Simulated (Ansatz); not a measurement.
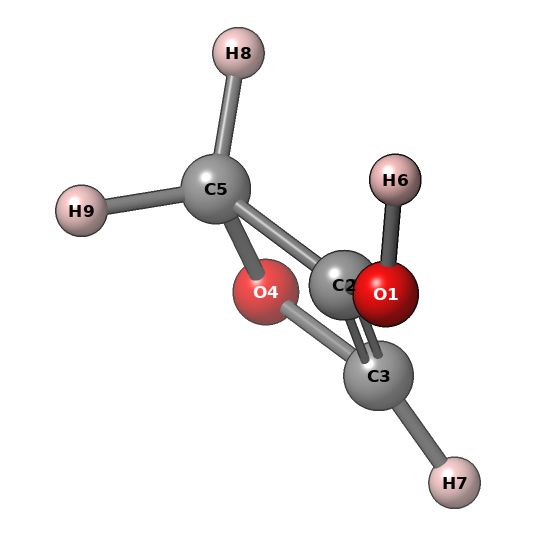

C2 lies behind O1. The molecule seen a little off the O1–C2 bond, O1 in front. Distant atoms are faded towards the background colour. The computed structure is the end point of a PBE-D4/def2-SVP optimisation. No frequency run is at hand to confirm it as a minimum.

### What is the torsion angle H6–O1–C2–C5? The sign is positive where the front bond must turn clockwise to cover the back bond.

−47°, synclinal (gauche).
